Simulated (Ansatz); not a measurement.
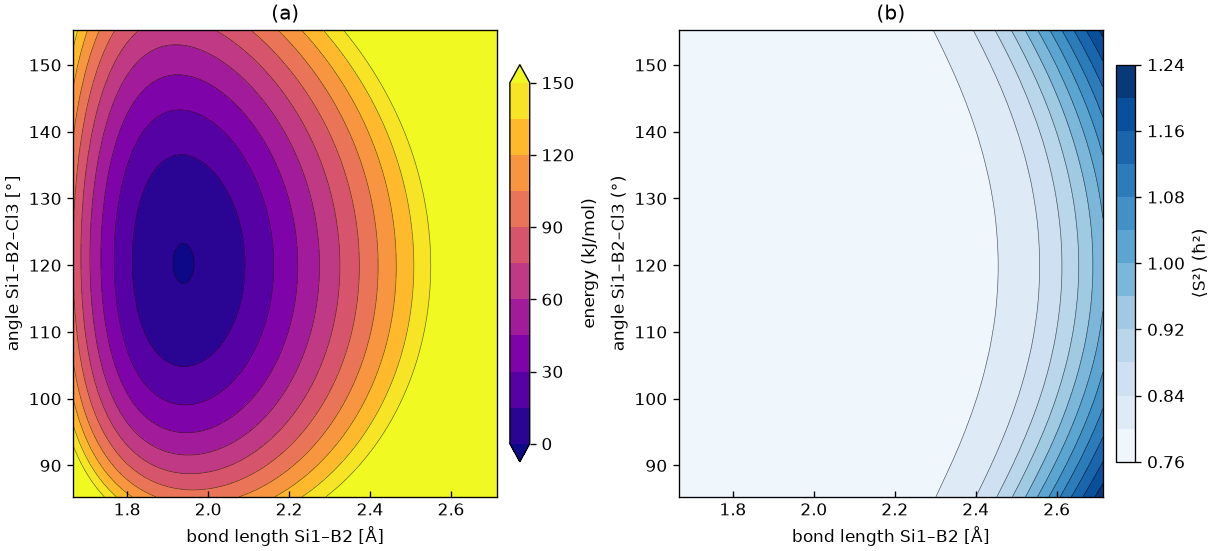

BClH3Si, SMILES [SiH2]BCl, spin multiplicity 2. First axis: bond length Si1–B2. Second axis: angle Si1–B2–Cl3. Nothing is relaxed (all other coordinates rigid). The scan uses a 15 × 15 grid. Points are written as (first, second). Energies are in kJ/mol, from the lowest grid point. Theory: Ansatz 0.2.0, UHF-MP2, frozen core/def2-TZVP.

Panel (a) is the energy; panel (b) is the computed ⟨S²⟩, in ħ².

Drawn: filled contours, one colour for all values above the top of the scale. Between grid points the surface is interpolated.

Question: How does the ⟨S²⟩ vary over the map, and what is it at the lowest grid point?

Answer: Leaving out the highest fifth of the energies, it runs from 0.76 ħ² at (1.667 Å, 125.3°) to 0.87 ħ² at (2.565 Å, 135.3°). At the lowest grid point, (1.966 Å, 120.3°), it is 0.77 ħ².
